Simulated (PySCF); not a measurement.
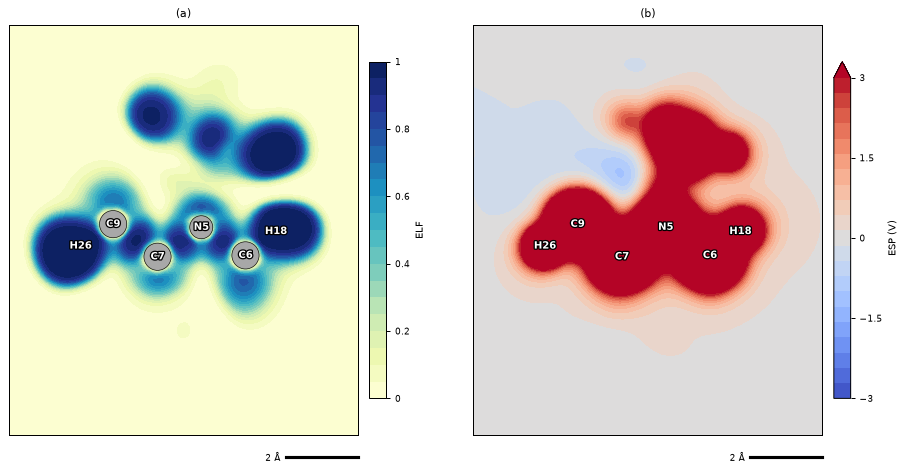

The picture shows: C₇H₁₈N₂. (a) electron localisation function; (b) molecular electrostatic potential on the plane of atoms N5, C7 and C9. Grey discs cover the atomic cores in the ELF map.

Geometry: GFN2-xTB.

Method: PBE0/pcSseg-1, SCF density, gas phase, non-relativistic in PySCF 2.14.0.

```yaml
atoms:
  - { symbol: C, position_ang: [-2.0638, 1.0765, -1.1180] }
  - { symbol: C, position_ang: [-1.9902, -0.3686, -0.6489] }
  - { symbol: N, position_ang: [-0.6123, -0.7755, -0.4377] }
  - { symbol: C, position_ang: [-0.4830, -2.2031, -0.2075] }
  - { symbol: N, position_ang: [0.0426, 0.0662, 0.4864] }
  - { symbol: C, position_ang: [-0.1860, -0.2579, 1.8839] }
  - { symbol: C, position_ang: [1.4548, 0.2389, 0.1518] }
  - { symbol: C, position_ang: [2.0512, 1.3725, 0.9864] }
  - { symbol: C, position_ang: [1.5948, 0.5762, -1.3305] }
  - { symbol: H, position_ang: [-1.5101, 1.1924, -2.0449] }
  - { symbol: H, position_ang: [-1.6272, 1.7293, -0.3683] }
  - { symbol: H, position_ang: [-3.0993, 1.3626, -1.2835] }
  - { symbol: H, position_ang: [-2.3987, -1.0284, -1.4190] }
  - { symbol: H, position_ang: [-2.6081, -0.4940, 0.2582] }
  - { symbol: H, position_ang: [-0.7794, -2.7238, -1.1179] }
  - { symbol: H, position_ang: [0.5597, -2.4403, -0.0029] }
  - { symbol: H, position_ang: [-1.1019, -2.5773, 0.6218] }
  - { symbol: H, position_ang: [-1.2287, -0.5423, 2.0164] }
  - { symbol: H, position_ang: [-0.0057, 0.6276, 2.4906] }
  - { symbol: H, position_ang: [0.4518, -1.0753, 2.2534] }
  - { symbol: H, position_ang: [2.0285, -0.6860, 0.3613] }
  - { symbol: H, position_ang: [2.1718, 1.0877, 2.0280] }
  - { symbol: H, position_ang: [3.0301, 1.6374, 0.5941] }
  - { symbol: H, position_ang: [1.4053, 2.2449, 0.9299] }
  - { symbol: H, position_ang: [1.1422, -0.1985, -1.9409] }
  - { symbol: H, position_ang: [2.6463, 0.6672, -1.5917] }
  - { symbol: H, position_ang: [1.0951, 1.5180, -1.5384] }
```

### Describe what can be read from this map.

The section cuts through N, C and H sites. C–N (1.45 Å): the ELF peaks at about 0.95 between the atoms; localised, covalent bonding. C–C (1.53 Å): the ELF peaks at about 0.95 between the atoms (a shared electron pair). C–H (1.09 Å): the ELF climbs to about 1 towards the hydrogen, as it does in any bond to H: an ordinary covalent bond to hydrogen. Outside the dense part of the molecule the potential is most negative (−1.0 V) near N3, which lies off the plane.
